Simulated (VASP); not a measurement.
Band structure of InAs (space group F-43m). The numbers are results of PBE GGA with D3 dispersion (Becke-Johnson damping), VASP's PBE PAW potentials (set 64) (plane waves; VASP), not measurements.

Unless said otherwise, spin-orbit coupling is left out, though it shifts the bands of the heavy elements here.

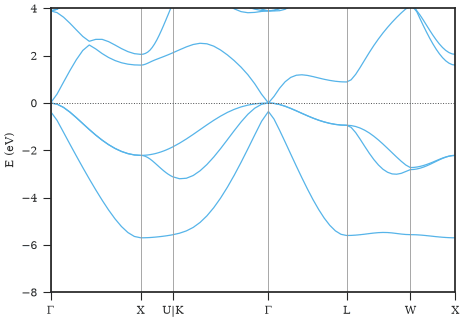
*Bands along high-symmetry lines, zero at the valence-band maximum or, without a gap, the Fermi level*

### Question
Read the plot: is there a gap, and where are the band edges?

### Answer
It has no gap at this level: it comes out as a metal or semimetal. (Edges off the drawn lines would not show.)

The structure comes from a measured InAs entry (F-43m) of the Crystallography Open Database, whose conditions weren't checked. It was relaxed first.
